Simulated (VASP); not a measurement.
Band structure of Ba (bcc). Level of theory: PBE GGA with D4 dispersion, VASP's PBE PAW potentials (set 64) (plane waves; VASP).

Unless said otherwise, spin-orbit coupling is left out, though it shifts the bands of the heavy elements here.

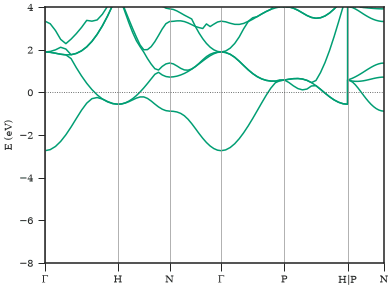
Figure. Bands along high-symmetry lines, zero at the valence-band maximum or, without a gap, the Fermi level

Question: Read the plot: is there a gap, and where are the band edges?

Answer: It has no gap at this level: it comes out as a metal or semimetal. (Edges off the drawn lines would not show.)

The compound is Ba in the bcc structure. It was relaxed first.
